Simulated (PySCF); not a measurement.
System: BBrF3 (charge −1).

```xyz
5

F    -0.5842   -0.2882    1.1205
B    -0.3648    0.2538   -0.1315
F    -0.2262   -0.7238   -1.0977
F     0.7060    1.1284   -0.1310
Br   -2.1058    1.3923   -0.6369
```

Geometry: PBE0-D3(BJ)/def2-SVPD.

Method: wB97M-D3(BJ)/def2-TZVPD, SCF density, gas phase (PySCF).

> Predict the electron density and electron localisation function between the atoms.

B–F (1.38 Å): ρ at the midpoint is about 1.9 e/Å³; the ELF peaks at about 0.85 between the atoms (a polar covalent bond).
B–Br (2.14 Å): the density is about 0.77 e/Å³ at the midpoint, with its minimum of 0.57 e/Å³ about 0.7 Å from B; the ELF peaks at about 0.90 between the atoms (a polar covalent bond).

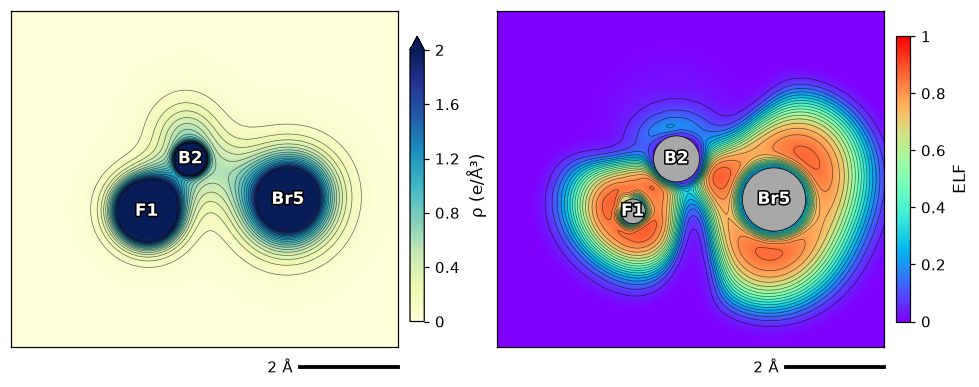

Computed electron density and electron localisation function on the plane of atoms F1, B2 and Br5, in this order. Grey discs cover the atomic cores in the ELF map. 
